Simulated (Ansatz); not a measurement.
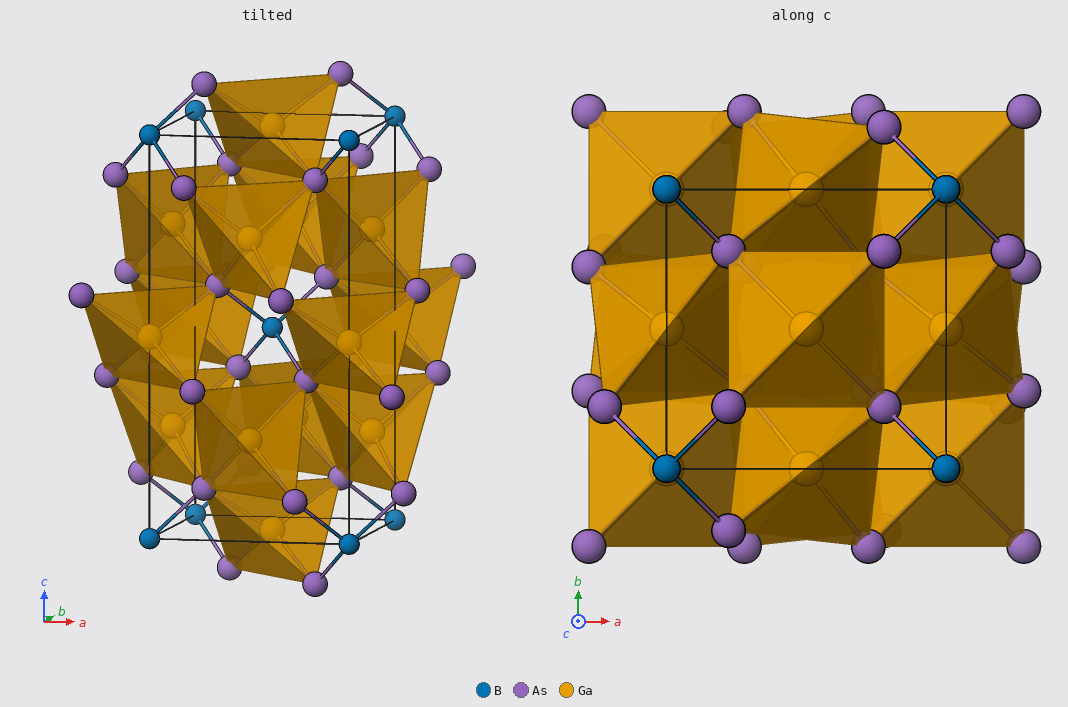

Structure drawing (polyhedral), viewed slightly off an axis and along the c axis. Thin lines show the conventional unit cell, with boundary atoms drawn in all their periodic places. Some neighbours outside the box are added.

Ga₃BAs₄, space group I-42m (No. 121), a = 5.454 Å, b = 5.454 Å, c = 10.837 Å, α = 90.00°, β = 90.00°, γ = 90.00°. Origin of the cell: a structure type filled with these elements by a generator (whether the compound takes this form wasn't checked). Earlier steps of the study, as a rule a relaxation of our own, may have changed the cell and positions, so they can lie some per cent off the listed ones. A calculation with Ansatz used it as input.

This one geometry was computed with Ansatz (DFT, plane waves, PAW) at five levels of theory: PBE0, r2SCAN, HSE06, PBE with spin-orbit coupling and PBE. It was relaxed beforehand with r2SCAN.

**Which level gives the highest pressure at this volume, and what does that say about its equilibrium volume?**

Highest: PBE with spin-orbit coupling (2.6 GPa) and PBE (2.6 GPa), which points to the largest equilibrium volume. Lowest, with the smallest volume: PBE0 (0.1 GPa), r2SCAN (0.0 GPa) and HSE06 (0.3 GPa). Levels within 0.5 GPa of each other can't be told apart.

**How does the band gap change with the level of theory?**

PBE with spin-orbit coupling: a gap of 0.77 eV, direct; PBE: a gap of 0.88 eV, direct; r2SCAN: a gap of 1.19 eV, indirect; HSE06: a gap of 1.60 eV, indirect; PBE0: a gap of 2.22 eV, indirect.

**Collect the results in a table.**

| level | cutoff (eV) | k-mesh of the run's cell | gap (eV) | pressure (GPa) |
| --- | --- | --- | --- | --- |
| PBE0 | 420 | 4×4×4 | 2.22 | 0.1 |
| r2SCAN | 500 | 6×6×6 | 1.19 | 0.0 |
| HSE06 | 420 | 4×4×4 | 1.60 | 0.3 |
| PBE with spin-orbit coupling | 420 | 6×6×6 | 0.77 | 2.6 |
| PBE | 420 | 6×6×6 | 0.88 | 2.6 |

Gaps are taken on the k-mesh or band path of each run.
